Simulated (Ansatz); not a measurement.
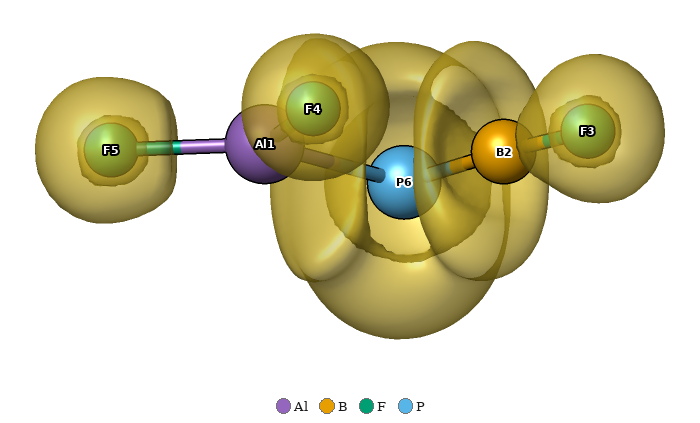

*AlBF3P. Isosurface of the electron localisation function at 0.75 (yellow), seen from one side. Only the valence region is drawn (cores and ρ < 0.01 e/Å³ removed).*

Geometry: PBE0-D3(BJ)/def2-SVP.

These are results of isolated molecule in a Gaussian basis; Kohn-Sham density functional theory, functional PBE0 (Ansatz), not measurements.

```xyz
6

Al   -1.2298   -0.4796    1.5824
B    -0.3421   -2.8785    1.7796
F     0.8772   -3.2447    1.8914
F     0.4083   -0.1946    1.6900
F    -2.2116    0.8429    1.4369
P    -2.0450   -2.5843    1.6354
```

> Where are the electrons localised?

The surface consists of one region on F in which the atom's valence shell and bonds are merged, one region on P in which the atom's valence shell and bonds are merged and two regions wrapped around F (the valence shell of each).

Values along the shortest contacts:
B–F (1.28 Å): the ELF peaks at about 0.85 between the atoms: a polar covalent bond. Al–F (1.65 Å): the ELF peaks at about 0.85 in the valence shell of F, 0.6 Å from its nucleus, and is about 0.35 at the midpoint.
